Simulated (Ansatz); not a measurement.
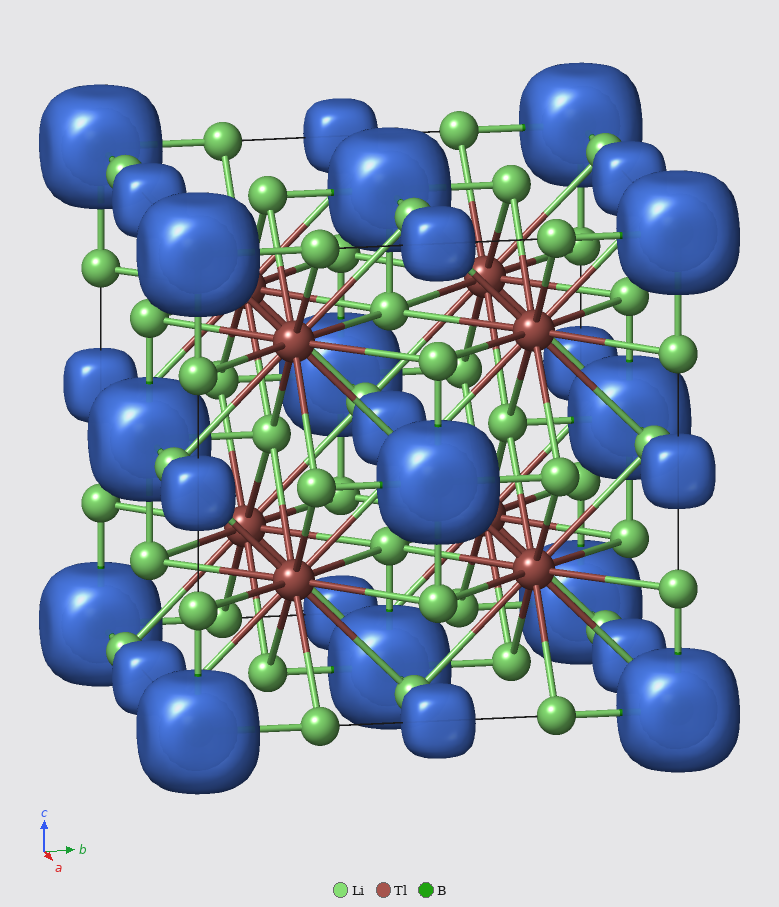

The picture shows: Li6Tl2B. Isosurface of the ELF at 0.75 (blue), seen slightly off an axis. Only the valence region is drawn (cores and ρ < 0.01 e/Å³ removed). Sticks mark near contacts.

Space group Fm-3m; a structure generated by program, which may or may not match a known phase; computed without spin polarisation.

Method: DFT PBE, scalar-relativistic, plane waves, PAW in Ansatz.

```yaml
crystal:
  lattice:
    - [8.59535, 0.00000, 0.00000]
    - [0.00000, 8.59535, 0.00000]
    - [0.00000, 0.00000, 8.59535]
  atoms:
    - { symbol: Li, position: [0.25371, 0.00000, 0.00000] }
    - { symbol: Li, position: [0.75371, 0.50000, 0.00000] }
    - { symbol: Li, position: [0.75371, 0.00000, 0.50000] }
    - { symbol: Li, position: [0.25371, 0.50000, 0.50000] }
    - { symbol: Li, position: [0.00000, 0.25371, 0.00000] }
    - { symbol: Li, position: [0.50000, 0.75371, 0.00000] }
    - { symbol: Li, position: [0.50000, 0.25371, 0.50000] }
    - { symbol: Li, position: [0.00000, 0.75371, 0.50000] }
    - { symbol: Li, position: [0.74629, 0.00000, 0.00000] }
    - { symbol: Li, position: [0.24629, 0.50000, 0.00000] }
    - { symbol: Li, position: [0.24629, 0.00000, 0.50000] }
    - { symbol: Li, position: [0.74629, 0.50000, 0.50000] }
    - { symbol: Li, position: [0.50000, 0.24629, 0.00000] }
    - { symbol: Li, position: [0.00000, 0.74629, 0.00000] }
    - { symbol: Li, position: [0.00000, 0.24629, 0.50000] }
    - { symbol: Li, position: [0.50000, 0.74629, 0.50000] }
    - { symbol: Li, position: [0.00000, 0.00000, 0.25371] }
    - { symbol: Li, position: [0.50000, 0.50000, 0.25371] }
    - { symbol: Li, position: [0.50000, 0.00000, 0.75371] }
    - { symbol: Li, position: [0.00000, 0.50000, 0.75371] }
    - { symbol: Li, position: [0.50000, 0.00000, 0.24629] }
    - { symbol: Li, position: [0.00000, 0.50000, 0.24629] }
    - { symbol: Li, position: [0.00000, 0.00000, 0.74629] }
    - { symbol: Li, position: [0.50000, 0.50000, 0.74629] }
    - { symbol: Tl, position: [0.25000, 0.25000, 0.25000] }
    - { symbol: Tl, position: [0.75000, 0.75000, 0.25000] }
    - { symbol: Tl, position: [0.75000, 0.25000, 0.75000] }
    - { symbol: Tl, position: [0.25000, 0.75000, 0.75000] }
    - { symbol: Tl, position: [0.75000, 0.25000, 0.25000] }
    - { symbol: Tl, position: [0.25000, 0.75000, 0.25000] }
    - { symbol: Tl, position: [0.25000, 0.25000, 0.75000] }
    - { symbol: Tl, position: [0.75000, 0.75000, 0.75000] }
    - { symbol: B, position: [0.00000, 0.00000, 0.00000] }
    - { symbol: B, position: [0.50000, 0.50000, 0.00000] }
    - { symbol: B, position: [0.50000, 0.00000, 0.50000] }
    - { symbol: B, position: [0.00000, 0.50000, 0.50000] }
```

What do the ELF domains correspond to?

Answer. The ELF exceeds this value in four regions wrapped around B (the valence shell of each) and four pockets between the atoms, centred on no nucleus (multi-centre or interstitial), counted in one cell of 36 atoms. Regions shared between cells count once. Profiles from the grid: Li–B (2.18 Å): the ELF peaks at about 0.80 in the valence shell of B, 0.8 Å from its nucleus, and is about 0.70 at the midpoint. Li–Tl (3.04 Å): the ELF is about 0.35 at the midpoint.
